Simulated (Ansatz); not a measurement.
# AlBrF2H2O: two geometries relaxed, part 2 of 2

Are the two ends of the reaction (ligand exchange) separate minima, and which lies lower? Each is relaxed from a guess. Meant to form: Al1–Br6, H7–O2; to break: Al1–O2, H7–Br6. The start is a guess near the saddle point, from which both ends are pulled out.

Ansatz 0.2.0; RKS PBE-D4/def2-SVP. The steps go on from the part before.

### 4 Pulling towards end B

Springs on the bonds that form and break draw the guess towards this end; the thresholds are loose.

Contents of input.yaml:

```yaml
crystal:
  periodic: [false, false, false]
  atoms:
    - { symbol: Al, position_ang: [0.0, 0.0, 0.0] }
    - { symbol: O, position_ang: [0.0, 0.0, 2.13] }
    - { symbol: H, position_ang: [-0.9095, -0.2814, 2.4671] }
    - { symbol: F, position_ang: [1.4635, 0.0, -0.845] }
    - { symbol: F, position_ang: [-1.4635, 0.0, -0.845] }
    - { symbol: Br, position_ang: [0.1215, 2.5689, 0.8545] }
    - { symbol: H, position_ang: [0.0592, 1.2514, 2.0086] }
basis:
  gaussian: { orbitals: def2-SVP }
hamiltonian:
  xc: pbe
  dispersion: d4
relax:
  f_tol: 0.15
  max_steps: 25
  restrain:
    - { distance: [0, 5], at: 2.41, k: 30.0 }
    - { distance: [6, 1], at: 1.01, k: 30.0 }
    - { distance: [0, 1], at: 2.98, k: 30.0 }
    - { distance: [6, 5], at: 2.75, k: 30.0 }
output:
  orbitals: {}
```

Started as:

```
> ansatz run input.yaml --threads 2 --pin off --max-ram 3072MiB --backend cpu --events-out ev --progress --plain --runs-dir out
```

Log:

```text
Warning: RAYON_NUM_THREADS=2 ignored (pool sized by the plan → 2); use --threads N
The last accepted step is kept in <dir> (removed where the run ends without a failure and the disk answers)
Engine: ansatz 0.2.0, aarch64-unknown-linux-gnu
Functional definition: PBE
  parameter kappa = 0.804
  parameter beta = 0.06672455060314922
  exchange = pbe_x(kappa = kappa, mu = beta*pi^2/3)
  correlation = pbe_c(beta = beta)
1093 factors; their error is unknown
mean field evaluation 1: about -84115.5890 eV, gradient 7.0e1 eV
mean field evaluation 2: about -84072.0807 eV, gradient 1.7e2 eV
mean field evaluation 4: about -84123.4641 eV, gradient 1.4e1 eV
mean field evaluation 8: about -84123.8615 eV, gradient 1.7e-1 eV
mean field evaluation 16: about -84123.7699 eV, gradient 2.5e-4 eV
mean field -84123.76991478 eV, -3091.4915232289 hartree, gradient 4.6e-5 eV, S^2 0.000000; 0 other end points of the search recorded, 0 dependent functions left out
the calculation of the forces begins
reference -84123.76995438 eV, -3091.4915246842 hartree; 38, 38 occupied and 64, 64 virtual orbitals, 1093 factors
relax step   1: F+E_penalty+E_count = -84123.91390438 eV  Δ(F+E_penalty+E_count) = +0.000e0 eV  max|allowed force component| = 2.671e0 eV/Å  E_restraint = 28.03703315 eV  max|allowed force component, restraints' pulls added| = 3.114e1 eV/Å  Δτ_max = 0.0000 Å  (27 SCF iters, accepted)
  distance Al 0 - Br 5 = 2.7100 Å
  distance H 6 - O 1 = 1.2587 Å
  distance Al 0 - O 1 = 2.1300 Å
  distance H 6 - Br 5 = 1.7526 Å
these checks for a lower state are left out or cut short: starts, cluster_reference, orbital_swaps, neighbouring_geometries, increment
1093 factors; their error is unknown
mean field -84123.86113967 eV, -3091.4948756819 hartree, gradient 1.0e-5 eV, S^2 0.000000; 0 other end points of the search recorded, 0 dependent functions left out
the calculation of the forces begins
reference -84123.86117879 eV, -3091.4948771196 hartree; 38, 38 occupied and 64, 64 virtual orbitals, 1093 factors
relax step   2: F+E_penalty+E_count = -84124.00223697 eV  Δ(F+E_penalty+E_count) = -8.833e-2 eV  max|allowed force component| = 3.076e0 eV/Å  E_restraint = 12.78897269 eV  max|allowed force component, restraints' pulls added| = 1.912e1 eV/Å  Δτ_max = 0.1977 Å  (33 SCF iters, accepted)
  distance Al 0 - Br 5 = 2.6512 Å
  distance H 6 - O 1 = 1.1122 Å
  distance Al 0 - O 1 = 2.3772 Å
  distance H 6 - Br 5 = 2.1015 Å
these checks for a lower state are left out or cut short: starts, cluster_reference, orbital_swaps, neighbouring_geometries, increment
1093 factors; their error is unknown
mean field evaluation 32: about -84124.0608 eV, gradient 2.0e-4 eV
mean field -84124.06079055 eV, -3091.5022127165 hartree, gradient 2.4e-5 eV, S^2 0.000000; 0 other end points of the search recorded, 0 dependent functions left out
the calculation of the forces begins
reference -84124.06083005 eV, -3091.5022141680 hartree; 38, 38 occupied and 64, 64 virtual orbitals, 1093 factors
relax step   3: F+E_penalty+E_count = -84124.20549523 eV  Δ(F+E_penalty+E_count) = -2.033e-1 eV  max|allowed force component| = 3.096e0 eV/Å  E_restraint = 3.57893597 eV  max|allowed force component, restraints' pulls added| = 8.672e0 eV/Å  Δτ_max = 0.1948 Å  (33 SCF iters, accepted)
  distance Al 0 - Br 5 = 2.5362 Å
  distance H 6 - O 1 = 0.9814 Å
  distance Al 0 - O 1 = 2.6453 Å
  distance H 6 - Br 5 = 2.4186 Å
these checks for a lower state are left out or cut short: starts, cluster_reference, orbital_swaps, neighbouring_geometries, increment
1093 factors; their error is unknown
mean field -84124.27859971 eV, -3091.5102170552 hartree, gradient 1.9e-5 eV, S^2 0.000000; 0 other end points of the search recorded, 0 dependent functions left out
the calculation of the forces begins
reference -84124.27863980 eV, -3091.5102185287 hartree; 38, 38 occupied and 64, 64 virtual orbitals, 1093 factors
relax step   4: F+E_penalty+E_count = -84124.42032510 eV  Δ(F+E_penalty+E_count) = -2.148e-1 eV  max|allowed force component| = 1.860e0 eV/Å  E_restraint = 0.30886404 eV  max|allowed force component, restraints' pulls added| = 2.874e0 eV/Å  Δτ_max = 0.1944 Å  (32 SCF iters, accepted)
  distance Al 0 - Br 5 = 2.4046 Å
  distance H 6 - O 1 = 0.9640 Å
  distance Al 0 - O 1 = 2.8781 Å
  distance H 6 - Br 5 = 2.6602 Å
these checks for a lower state are left out or cut short: starts, cluster_reference, orbital_swaps, neighbouring_geometries, increment
1093 factors; their error is unknown
mean field -84124.40293712 eV, -3091.5147863709 hartree, gradient 1.3e-5 eV, S^2 0.000000; 0 other end points of the search recorded, 0 dependent functions left out
the calculation of the forces begins
reference -84124.40297731 eV, -3091.5147878477 hartree; 38, 38 occupied and 64, 64 virtual orbitals, 1093 factors
relax step   5: F+E_penalty+E_count = -84124.54356848 eV  Δ(F+E_penalty+E_count) = -1.232e-1 eV  max|allowed force component| = 1.655e0 eV/Å  E_restraint = 0.02718027 eV  max|allowed force component, restraints' pulls added| = 1.117e0 eV/Å  Δτ_max = 0.1964 Å  (32 SCF iters, accepted)
  distance Al 0 - Br 5 = 2.3714 Å
  distance H 6 - O 1 = 1.0089 Å
  distance Al 0 - O 1 = 2.9639 Å
  distance H 6 - Br 5 = 2.7578 Å
these checks for a lower state are left out or cut short: starts, cluster_reference, orbital_swaps, neighbouring_geometries, increment
1093 factors; their error is unknown
mean field -84124.43787233 eV, -3091.5160702160 hartree, gradient 4.6e-6 eV, S^2 0.000000; 0 other end points of the search recorded, 0 dependent functions left out
the calculation of the forces begins
reference -84124.43791250 eV, -3091.5160716925 hartree; 38, 38 occupied and 64, 64 virtual orbitals, 1093 factors
relax step   6: F+E_penalty+E_count = -84124.57690438 eV  Δ(F+E_penalty+E_count) = -3.334e-2 eV  max|allowed force component| = 1.074e0 eV/Å  E_restraint = 0.03644757 eV  max|allowed force component, restraints' pulls added| = 3.388e-1 eV/Å  Δτ_max = 0.1934 Å  (28 SCF iters, accepted)
  distance Al 0 - Br 5 = 2.3688 Å
  distance H 6 - O 1 = 0.9958 Å
  distance Al 0 - O 1 = 2.9571 Å
  distance H 6 - Br 5 = 2.7525 Å
these checks for a lower state are left out or cut short: starts, cluster_reference, orbital_swaps, neighbouring_geometries, increment
1093 factors; their error is unknown
mean field evaluation 64: about -84124.4519 eV, gradient 9.9e-6 eV
mean field -84124.45188524 eV, -3091.5165851810 hartree, gradient 9.9e-6 eV, S^2 0.000000; 0 other end points of the search recorded, 0 dependent functions left out
the calculation of the forces begins
reference -84124.45192519 eV, -3091.5165866493 hartree; 38, 38 occupied and 64, 64 virtual orbitals, 1093 factors
relax step   7: F+E_penalty+E_count = -84124.59156720 eV  Δ(F+E_penalty+E_count) = -1.466e-2 eV  max|allowed force component| = 1.215e0 eV/Å  E_restraint = 0.03974970 eV  max|allowed force component, restraints' pulls added| = 1.552e-1 eV/Å  Δτ_max = 0.0890 Å  (28 SCF iters, accepted)
  distance Al 0 - Br 5 = 2.3703 Å
  distance H 6 - O 1 = 0.9944 Å
  distance Al 0 - O 1 = 2.9514 Å
  distance H 6 - Br 5 = 2.7541 Å
these checks for a lower state are left out or cut short: starts, cluster_reference, orbital_swaps, neighbouring_geometries, increment
1093 factors; their error is unknown
mean field -84124.45454295 eV, -3091.5166828502 hartree, gradient 1.4e-5 eV, S^2 0.000000; 0 other end points of the search recorded, 0 dependent functions left out
the calculation of the forces begins
reference -84124.45458296 eV, -3091.5166843205 hartree; 38, 38 occupied and 64, 64 virtual orbitals, 1093 factors
relax step   8: F+E_penalty+E_count = -84124.59430365 eV  Δ(F+E_penalty+E_count) = -2.736e-3 eV  max|allowed force component| = 1.159e0 eV/Å  E_restraint = 0.03943650 eV  max|allowed force component, restraints' pulls added| = 2.103e-1 eV/Å  Δτ_max = 0.0422 Å  (27 SCF iters, accepted)
  distance Al 0 - Br 5 = 2.3696 Å
  distance H 6 - O 1 = 0.9959 Å
  distance Al 0 - O 1 = 2.9524 Å
  distance H 6 - Br 5 = 2.7557 Å
these checks for a lower state are left out or cut short: starts, cluster_reference, orbital_swaps, neighbouring_geometries, increment
1093 factors; their error is unknown
mean field -84124.45671973 eV, -3091.5167628454 hartree, gradient 1.8e-5 eV, S^2 0.000000; 0 other end points of the search recorded, 0 dependent functions left out
the calculation of the forces begins
reference -84124.45675973 eV, -3091.5167643154 hartree; 38, 38 occupied and 64, 64 virtual orbitals, 1093 factors
relax step   9: F+E_penalty+E_count = -84124.59643111 eV  Δ(F+E_penalty+E_count) = -2.127e-3 eV  max|allowed force component| = 1.164e0 eV/Å  E_restraint = 0.04015513 eV  max|allowed force component, restraints' pulls added| = 1.562e-1 eV/Å  Δτ_max = 0.0133 Å  (28 SCF iters, accepted)
  distance Al 0 - Br 5 = 2.3692 Å
  distance H 6 - O 1 = 0.9949 Å
  distance Al 0 - O 1 = 2.9526 Å
  distance H 6 - Br 5 = 2.7556 Å
these checks for a lower state are left out or cut short: starts, cluster_reference, orbital_swaps, neighbouring_geometries, increment
1093 factors; their error is unknown
mean field -84124.45650125 eV, -3091.5167548163 hartree, gradient 1.4e-5 eV, S^2 0.000000; 0 other end points of the search recorded, 0 dependent functions left out
the calculation of the forces begins
reference -84124.45654123 eV, -3091.5167562856 hartree; 38, 38 occupied and 64, 64 virtual orbitals, 1093 factors
relax step  10: F+E_penalty+E_count = -84124.59630568 eV  Δ(F+E_penalty+E_count) = +1.254e-4 eV  max|allowed force component| = 1.231e0 eV/Å  E_restraint = 0.03894550 eV  max|allowed force component, restraints' pulls added| = 4.889e-2 eV/Å  Δτ_max = 0.0315 Å  (28 SCF iters, accepted)
  distance Al 0 - Br 5 = 2.3700 Å
  distance H 6 - O 1 = 0.9936 Å
  distance Al 0 - O 1 = 2.9533 Å
  distance H 6 - Br 5 = 2.7531 Å
1093 factors; their error is unknown
mean field evaluation 96: about -84124.5481 eV, gradient 1.1e-1 eV
mean field -84124.45650125 eV, -3091.5167548163 hartree, gradient 1.4e-5 eV, S^2 0.000000; 1 other end points of the search recorded, 0 dependent functions left out
the calculation of the forces begins
reference -84124.45654123 eV, -3091.5167562856 hartree; 38, 38 occupied and 64, 64 virtual orbitals, 1093 factors
Total energy: -84124.59634566 eV, -3091.5218940036 hartree
Atom 0 at     0.084320     0.535027    -0.446615 Å, force    -0.032717     0.929173     1.230645 eV/Å
Atom 1 at    -0.050123    -0.090541     2.436527 Å, force     0.119892     0.707323    -0.734443 eV/Å
Atom 2 at    -1.006432    -0.231997     2.578999 Å, force    -0.028149    -0.013232    -0.018055 eV/Å
Atom 3 at     1.494383    -0.131831    -1.021962 Å, force    -0.018549     0.001146     0.006696 eV/Å
Atom 4 at    -1.396280    -0.163953    -0.746657 Å, force     0.006030    -0.009430    -0.013762 eV/Å
Atom 5 at     0.109223     2.725843     0.456916 Å, force    -0.001636    -1.064491    -0.490748 eV/Å
Atom 6 at     0.036109     0.896352     2.512991 Å, force    -0.044871    -0.550489     0.019667 eV/Å
Dipole moment:    -0.274588     0.126872     0.322481 e Å
```

Run time: 20 s. Hardware: 2 threads of Arm Neoverse V1, shared host; peak memory 0.15 GiB.

The steps of the relaxation:

```
step  energy from step 1 (eV)  largest force component (eV/Å)
   1                   0.0000                          2.6712
   2                  -0.0883                          3.0756
   3                  -0.2916                          3.0963
   4                  -0.5064                          1.8598
   5                  -0.6297                          1.6552
   6                  -0.6630                          1.0740
   7                  -0.6777                          1.2148
   8                  -0.6804                          1.1589
   9                  -0.6825                          1.1644
  10                  -0.6824                          1.2306
```

Step 1 is the start. Energies and forces in the table leave out the springs, which the log lists apart; the run stops on the force with the springs' pull added.

After: Bond lengths: O2–H3 0.977 Å, Al1–F4 1.663 Å, Al1–F5 1.665 Å, Al1–Br6 2.370 Å, O2–H7 0.994 Å. Angles: H3–O2–H7 102.6°, F4–Al1–F5 121.6°, F4–Al1–Br6 119.6°, F5–Al1–Br6 117.8°.

Pairs that crossed the distance rule for bonds on the way: came closer O2–H7; moved apart Al1–O2, Br6–H7.

### 5 End point B

It starts where the restrained run ended.

Contents of input.yaml:

```yaml
crystal:
  periodic: [false, false, false]
  atoms:
    - { symbol: Al, position_ang: [0.08432, 0.535027, -0.446615] }
    - { symbol: O, position_ang: [-0.050123, -0.090541, 2.436527] }
    - { symbol: H, position_ang: [-1.006432, -0.231997, 2.578999] }
    - { symbol: F, position_ang: [1.494383, -0.131831, -1.021962] }
    - { symbol: F, position_ang: [-1.39628, -0.163953, -0.746657] }
    - { symbol: Br, position_ang: [0.109223, 2.725843, 0.456916] }
    - { symbol: H, position_ang: [0.036109, 0.896352, 2.512991] }
basis:
  gaussian: { orbitals: def2-SVP }
hamiltonian:
  xc: pbe
  dispersion: d4
relax:
  f_tol: 0.03
  max_steps: 50
```

Started as:

```
> ansatz run input.yaml --threads 2 --pin off --max-ram 3072MiB --backend cpu --events-out ev --progress --plain --runs-dir out
```

Log (excerpt; [...] marks lines left out):

```text
Warning: RAYON_NUM_THREADS=2 ignored (pool sized by the plan → 2); use --threads N
[...]
Functional definition: PBE
[...]
1093 factors; their error is unknown
[...]
mean field -84124.45650687 eV, -3091.5167550227 hartree, gradient 3.2e-5 eV, S^2 0.000000; 0 other end points of the search recorded, 0 dependent functions left out
[...]
reference -84124.45654701 eV, -3091.5167564978 hartree; 38, 38 occupied and 64, 64 virtual orbitals, 1093 factors
relax step   1: F+E_penalty+E_count = -84124.59631129 eV  Δ(F+E_penalty+E_count) = +0.000e0 eV  max|allowed force component| = 1.231e0 eV/Å  Δτ_max = 0.0000 Å  (26 SCF iters, accepted)
[...]
relax step   3: F+E_penalty+E_count = -84125.18593693 eV  Δ(F+E_penalty+E_count) = -2.848e-1 eV  max|allowed force component| = 1.186e0 eV/Å  Δτ_max = 0.1938 Å  (27 SCF iters, accepted)
[...]
mean field -84125.42892240 eV, -3091.5524906344 hartree, gradient 2.3e-5 eV, S^2 0.000000; 1 other end points of the search recorded, 0 dependent functions left out
[...]
reference -84125.42896121 eV, -3091.5524920606 hartree; 38, 38 occupied and 64, 64 virtual orbitals, 1093 factors
Total energy: -84125.57371026 eV, -3091.5578114901 hartree
Atom 0 at     0.052742     0.558456     0.005657 Å, force    -0.005872    -0.003437    -0.003946 eV/Å
Atom 1 at     0.000301     0.038112     1.908098 Å, force    -0.012912    -0.002149     0.021434 eV/Å
Atom 2 at    -0.860398    -0.411750     2.052791 Å, force     0.011116     0.005912    -0.007836 eV/Å
Atom 3 at     1.400647    -0.194788    -0.638331 Å, force     0.003139     0.004359    -0.000666 eV/Å
Atom 4 at    -1.450831    -0.125964    -0.327320 Å, force    -0.000838     0.003205    -0.002941 eV/Å
Atom 5 at     0.140899     2.819018     0.316897 Å, force    -0.000016    -0.003768    -0.002183 eV/Å
Atom 6 at    -0.012160     0.855816     2.452407 Å, force     0.005382    -0.004123    -0.003862 eV/Å
Dipole moment:    -0.275984    -0.125835     0.971697 e Å
```

Wall time 22 s (2 threads of Arm Neoverse V1, shared host); peak memory 0.15 GiB.

The steps of the relaxation:

```
step  energy from step 1 (eV)  largest force component (eV/Å)
   1                   0.0000                          1.2307
   2                  -0.3049                          1.0495
   3                  -0.5896                          1.1863
   4                  -0.8612                          1.1724
   5                  -0.9370                          0.6283
   6                  -0.9617                          0.1938
   7                  -0.9721                          0.1318
   8                  -0.9751                          0.1189
   9                  -0.9765                          0.0438
  10                  -0.9771                          0.0350
  11                  -0.9774                          0.0214
```

Step 1 is the start.

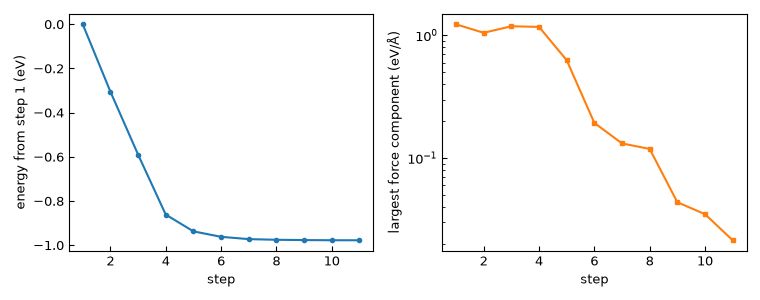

How energy and force went from step to step.

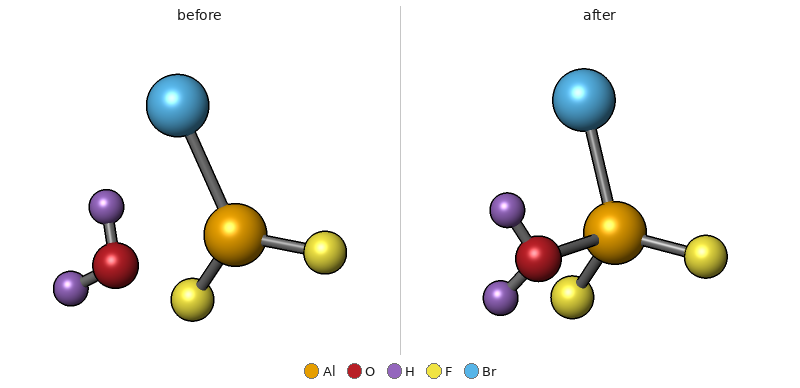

Before and after, at one scale.

After: Bond lengths: Al1–O2 1.973 Å, O2–H3 0.982 Å, Al1–F4 1.673 Å, Al1–F5 1.685 Å, Al1–Br6 2.284 Å, O2–H7 0.982 Å. Angles: Al1–O2–H3 106.6°, Al1–O2–H7 108.4°, H3–O2–H7 106.8°, O2–Al1–F4 105.9°, O2–Al1–F5 93.4°, O2–Al1–Br6 97.5°, F4–Al1–F5 117.4°, F4–Al1–Br6 117.8°, F5–Al1–Br6 117.6°.

Pairs that crossed the distance rule for bonds on the way: came closer Al1–O2.

### 6 Outcome

What follows sums up all 2 parts.

```
                           quantity                     value
                              end A  16 moves, 1.451 eV lower
                              end B  10 moves, 0.977 eV lower
largest difference between the ends                    0.02 Å
            end B relative to end A                 -0.000 eV
```

**Reading.** Both starts fell into the same minimum (no atom differs by more than 0.02 Å), so from this start no second minimum was found and no band was run; another arrangement could still be one.
